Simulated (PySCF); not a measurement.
**C5H11N2Si (SMILES CC#C[CH][Si](C)(N)N) (doublet): density, localisation and related maps**

The calculation's input:

```
{"job": {"kind": "epr", "basis": "pcH-1"}, "charge": 0, "multiplicity": 2}
C      3.694547     0.898782    -0.332352
C      2.503414     0.147086    -0.018264
C      1.509016    -0.507745     0.249520
C      0.358992    -1.177930     0.520684
Si    -1.342892    -0.468333     0.173456
C     -1.481642     1.282563     0.914263
N     -1.803931    -0.288381    -1.491986
N     -2.434219    -1.684606     0.749923
H      3.496434     1.969943    -0.267547
H      4.502461     0.644101     0.355483
H      4.023796     0.669837    -1.348639
H      0.455938    -2.177185     0.920263
H     -0.692201     1.927673     0.542163
H     -1.398642     1.261637     1.996712
H     -2.432921     1.741475     0.663402
H     -1.343745     0.435242    -2.020020
H     -1.851395    -1.128039    -2.047260
H     -3.402126    -1.584422     0.491042
H     -2.370687    -1.952448     1.718232
```

Launched as:

```sh
OMP_NUM_THREADS=1 python probes_run.py task.json out
```

Geometry: GFN2-xTB.

Theory: PySCF, UKS B3LYP, pcH-1 on C H N Si, non-relativistic, mean-field spin-orbit, GIAO.

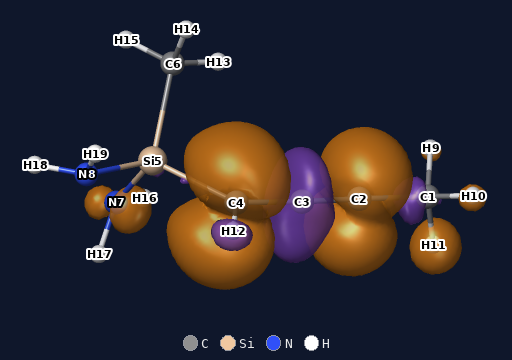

Figure 1. Isosurfaces of the spin density (α minus β) at +0.015 (orange) and −0.015 e/Å³ (purple), seen at a tilt.

### Where is the unpaired spin?

The unpaired spin (1 electron) lies mostly on C4 (about 0.5) and C2 (about 0.3), in electrons by Hirshfeld's partition.

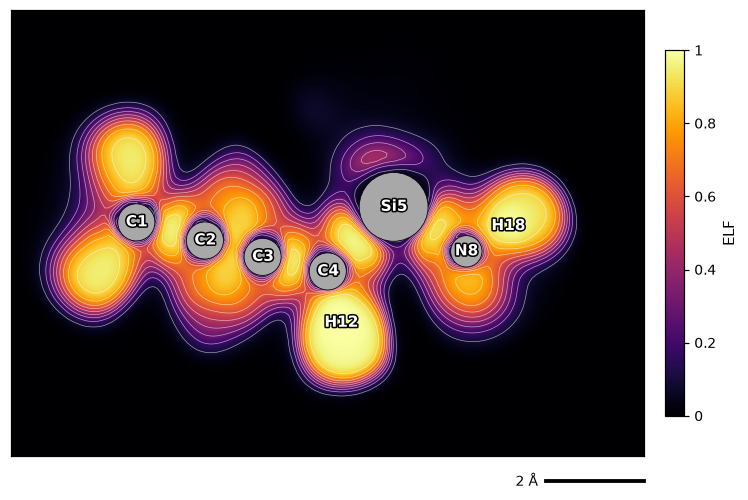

Figure 2. ELF on the plane of atoms C4, Si5 and N8. Grey discs cover the atomic cores.

### Read the bonding off the picture.

The plane passes through C, Si, N and H nuclei. C–C (1.22 Å): the ELF peaks at about 0.85 between the atoms; a multiple bond. Si–N (1.73 Å): the ELF peaks at about 0.90 between the atoms (a polar covalent bond). C–Si (1.88 Å): the ELF peaks at about 0.95 between the atoms (a shared electron pair). N–H (1.01 Å): the ELF climbs to about 1 towards the hydrogen, as it does in any bond to H; an ordinary covalent bond to hydrogen. C–C (1.36 Å): the ELF peaks at about 0.95 between the atoms (localised, covalent bonding).

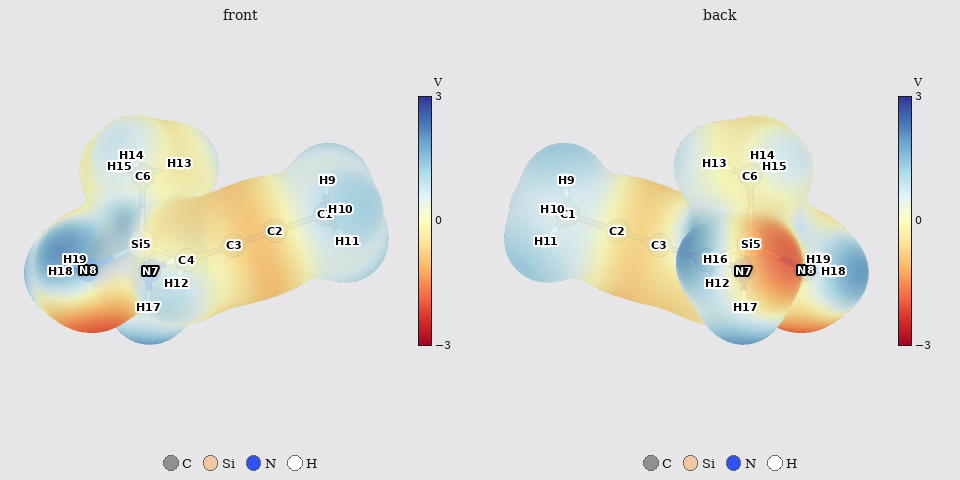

Figure 3. The electrostatic potential painted on the density surface at 0.004 e/bohr³, seen from the front and from behind; red is negative and blue positive.

### Where is the surface potential most negative and most positive?

The most negative region (about −1.9 V, or −44 kcal/mol for a unit charge) lies over N7 and N8, the most positive (about +2.0 V, or +46 kcal/mol for a unit charge) over H16 and H19.
